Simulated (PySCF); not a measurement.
# quartet CH2N: levels of theory compared

Aim: a comparison of 6 runs (UB2PLYP/STO-3G, NEVPT2(5,5)/STO-3G, UCCSDT/STO-3G, ROCCSD(T)/STO-3G, UCCSD(T)/STO-3G, FCI/STO-3G) of quartet CH2N. 

Program for the calculation: PySCF 2.14.0.

12 further runs of the same task are left out: 3 that didn't finish, 9 set aside as unsound or not needed.

### Step 1. Starting point

CH2N has 4 atoms, charge 0, and is taken as a quartet. SMILES of the parent species: `C=[N]`. Geometry: relaxed at PBE0-D4/def2-TZVP. That shape belongs to the parent species and isn't relaxed for this state.

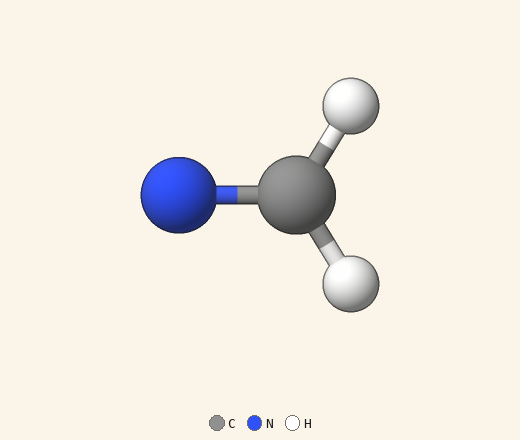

Viewed from a chosen angle; carbon grey, nitrogen blue, hydrogen white.

### Step 2. A single-point energy at UB2PLYP/STO-3G (run 1)

Input file run.py:

```python
from pyscf import gto, dft, mp

mol = gto.M(
    atom=[
    ('C', (-0.013600, -0.011010, -0.014470)),
    ('N', (0.727340, 0.588370, 0.773760)),
    ('H', (-0.870960, 0.487800, -0.486820)),
    ('H', (0.157230, -1.065160, -0.272460)),
],
    max_memory=1860,
    basis='sto-3g',
    spin=3,
    verbose=3,
    charge=0,
)

ks = dft.UKS(mol)
ks.xc = '0.53*HF + 0.47*B88, 0.73*LYP'
ks.grids.level = 5
ks.conv_tol = 1e-10
ks.kernel()
if not ks.converged:
    ks = ks.newton().run(ks.mo_coeff, ks.mo_occ)

pt = mp.MP2(ks, frozen=2).run()
etot = ks.e_tot + 0.27 * pt.e_corr
print('PT2 part  %.8f' % (0.27 * pt.e_corr))
print('E = %.10f Eh' % etot)
```

Command:

```bash
OMP_NUM_THREADS=1 python run.py
```

The program printed:

```text
WARN: HOMO 0.0852042039428046 >= LUMO -0.306011349954114

converged SCF energy = -92.3932619903319  <S^2> = 3.7546182  2S+1 = 4.0023084
E(UMP2) = -92.4468372445504  E_corr = -0.0535752542185498
E(SCS-UMP2) = -92.4533683862595  E_corr = -0.0601063959276052
PT2 part  -0.01446532
E = -92.4077273090 Eh
```

Run time: 1.7 s. Hardware: 1 thread of AMD EPYC 9R45 (Zen 5), shared host; peak memory 0.18 GiB.

### Step 3. A single-point energy at NEVPT2(5,5)/STO-3G (run 2)

Input file calc.py:

```python
import numpy
from pyscf import gto, scf, mp, mcscf, mrpt

mol = gto.M(
    atom='''
C       -0.013600      -0.011010      -0.014470
N        0.727340       0.588370       0.773760
H       -0.870960       0.487800      -0.486820
H        0.157230      -1.065160      -0.272460
''',
    max_memory=1860,
    basis='sto-3g',
    verbose=3,
    charge=0,
    spin=3,
)

hf = scf.ROHF(mol)
hf.conv_tol = 1e-10
hf.kernel()
if not hf.converged:
    hf = hf.newton().run(hf.mo_coeff, hf.mo_occ)

pt = mp.MP2(scf.addons.convert_to_uhf(hf)).run()
noons, natorbs = mcscf.addons.make_natural_orbitals(pt)
print('natural occupations', numpy.round(noons[:40], 4))
cas = mcscf.CASSCF(hf, 5, 5)
cas.fix_spin_(ss=3.75)
cas.natorb = True
cas.kernel(natorbs)
e_pt2 = mrpt.NEVPT(cas).kernel()
energy = cas.e_tot + e_pt2
print(f'total energy: {energy:.8f} hartree')
```

Command:

```bash
OMP_NUM_THREADS=1 python calc.py
```

The program printed:

```text
converged SCF energy = -92.0787600164778
E(UMP2) = -92.1215116851312  E_corr = -0.0427516686533347
E(SCS-UMP2) = -92.1269379966034  E_corr = -0.0481779801255889
natural occupations [2.     2.     1.9985 1.9935 1.9907 1.9898 1.0008 1.0003 0.9994 0.0104
 0.0091 0.0075]
CASSCF energy = -92.0826290792881
CASCI E = -92.0826290792881  E(CI) = -6.57505825546355  S^2 = 3.7500000
Sr    (-1)',   E = -0.00103339326085
Si    (+1)',   E = -0.00426154580722
Sijrs (0)  ,   E = -0.00829085600071
Sijr  (+1) ,   E = -0.00260557549075
Srsi  (-1) ,   E = -0.00338256910011
Srs   (-2) ,   E = -0.00366353994475
Sij   (+2) ,   E = -0.00370560878093
Sir   (0)' ,   E = -0.01878393540965
Nevpt2 Energy = -0.045727023794966
total energy: -92.12835610 hartree
```

Run time: 0.56 s. Hardware: 1 thread of AMD EPYC 9R45 (Zen 5), shared host; peak memory 0.12 GiB.

Runs 3 to 5 aren't shown in full; the table further down has their settings and results.

### Step 4. The energy at FCI/STO-3G (run 6)

Input file calc.py:

```python
from pyscf import gto, mcscf

mol = gto.Mole()
mol.atom = '''
C     -0.025700    -0.020806    -0.027344
N      1.374473     1.111858     1.462194
H     -1.645876     0.921808    -0.919956
H      0.297122    -2.012861    -0.514875
'''
mol.verbose = 3
mol.spin = 3
mol.max_memory = 1860
mol.unit = 'bohr'
mol.basis = 'sto-3g'
mol.build()

mf = mol.ROHF()
mf.conv_tol = 1e-10
mf.kernel()
if not mf.converged:
    mf = mf.newton().run(mf.mo_coeff, mf.mo_occ)

cas = mcscf.CASCI(mf, mf.mo_coeff.shape[-1] - 2, (mol.nelec[0] - 2, mol.nelec[1] - 2))  # full CI above the frozen core
cas.fix_spin_(ss=3.75)
cas.kernel()
e_final = cas.e_tot
print('Final energy', e_final)
```

Command:

```bash
OMP_NUM_THREADS=1 python calc.py
```

The program printed:

```text
converged SCF energy = -92.0787595647871
CASCI E = -92.1474484683926  E(CI) = -31.2205608194585  S^2 = 3.7500000
Final energy -92.14744846839258
```

Run time: 0.58 s. Hardware: 1 thread of AMD EPYC 9R45 (Zen 5), shared host; peak memory 0.12 GiB.

### Step 5. All runs side by side

| run | level | frozen core orbitals | integration grid | energy (Eh) | dipole moment (D) of the reference | ⟨S²⟩ | wall time |
| --- | --- | --- | --- | --- | --- | --- | --- |
| 1 | UB2PLYP/STO-3G | 2 | 5 | -92.407727 | 1.69 | 3.755 | 1.7 s |
| 2 | NEVPT2(5,5)/STO-3G | – | – | -92.128356 | 1.64 | – | 0.56 s |
| 3 | UCCSDT/STO-3G | 2 | – | -92.147492 | 1.64 | 3.759 | 0.68 s |
| 4 | ROCCSD(T)/STO-3G | 2 | – | -92.147277 | 1.64 | 3.750 | 0.58 s |
| 5 | UCCSD(T)/STO-3G | 2 | – | -92.147321 | 1.64 | 3.759 | 0.46 s |
| 6 | FCI/STO-3G | 2 | – | -92.147448 | 1.64 | – | 0.58 s |

### Step 6. What came out

| quantity | value |
| --- | --- |
| run 6: total energy | -92.14745 Eh |
| run 6: dipole moment (Hartree–Fock density) | 1.64 D |
| run 6: correlation energy (2 core orbitals frozen) | -68.7 mEh |

In words: Against full CI in this basis: UCCSDT -0.0 mEh; ROCCSD(T) +0.2 mEh; UCCSD(T) +0.1 mEh. In runs 1, 2, 3, 4, 5, 6 the basis is minimal, so the values are rough. All runs together took 4.6 s, the longest 1.7 s.
